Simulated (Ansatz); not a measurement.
```xyz
12

Cl    0.6891    0.3877   -2.2092
Cl    4.8033    2.1989    0.9846
Ga    3.0303    1.3753    1.8958
N     1.8336    0.8588    0.6005
Si    0.2943    0.1548    1.0949
Si    2.2813    1.0938   -1.0717
H    -0.8698    0.9744    0.6506
H     0.1318   -1.2461    0.6099
H     0.3216    0.1397    2.5915
H     2.4613    2.5283   -1.4151
H     3.4783    0.3012   -1.4555
H     2.8725    1.2722    3.4282
```

Geometry: PBE0-D4/def2-SVP.

All numbers below come from isolated molecule in a Gaussian basis; Kohn-Sham density functional theory, functional PBE0 in Ansatz 0.2.0.

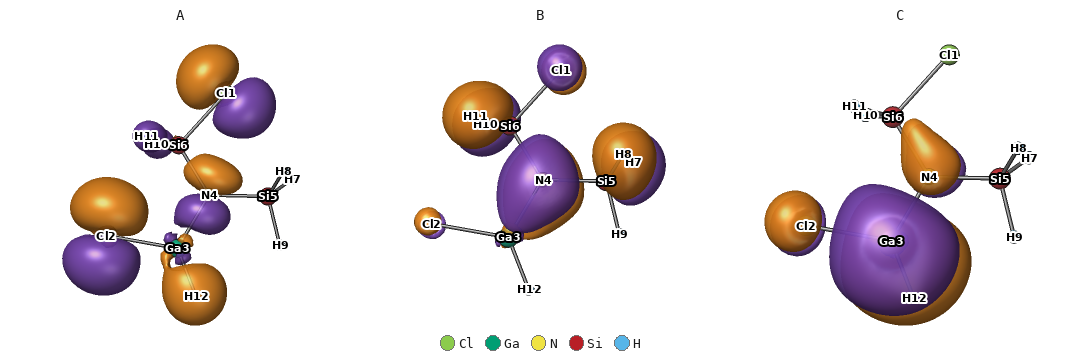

Cl2GaH6NSi2 (SMILES [SiH3][N]([SiH2]Cl)[GaH][Cl]). Three frontier orbitals at ±0.08 Å⁻³ᐟ² (orange and purple are the two phases), in no order.

Which picture is the HOMO−1, the HOMO and the LUMO?

A is the HOMO−1 (−9.02 eV). Its weight (Hirshfeld) is mainly on Cl2 (about 45 %), Cl1 (about 25 %), N4 (about 10 %), Ga3 (about 5 %) and H12 (about 5 %); largely a combination of lone pairs on Cl2, Cl1 and N4. B is the HOMO (−8.08 eV). By Hirshfeld shares it lies mainly on N4 (about 40 %), Si5 (about 10 %), Si6 (about 10 %), H10 (about 5 %), H11 (about 5 %) and Ga3 (about 5 %). C is the LUMO (−1.52 eV). Its weight (Hirshfeld) is mainly on Ga3 (about 70 %), Cl2 (about 10 %), N4 (about 5 %) and H12 (about 5 %).

What is the HOMO–LUMO gap?

6.56 eV between the orbital energies.
